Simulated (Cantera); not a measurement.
Feed: 1 mol CH3Cl, a varied amount of F2, 5.2 mol H2, held at 3273.15 K and 0.00970 bar.

Method: chemical equilibrium by Gibbs-energy minimisation in Cantera with the NASA 1993 tables (ideal gas, pure condensed phases). Candidate condensed phases: C, C6H6, C7H8, C8H18; 118 gas species. The numbers say what is thermodynamically allowed, not how fast it happens.

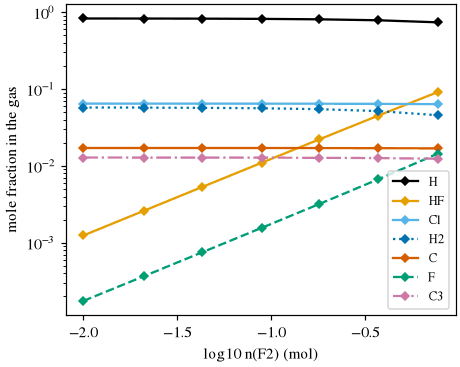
Equilibrium gas composition (values under 1e-9 drawn at 1e-9)

Task: Read off the mole fractions at 0.01 mol F2.

Result: H about 0.83, Cl about 0.065, H2 about 0.058, C about 0.017, C3 about 0.013, HF about 0.0012, F about 0.00018.
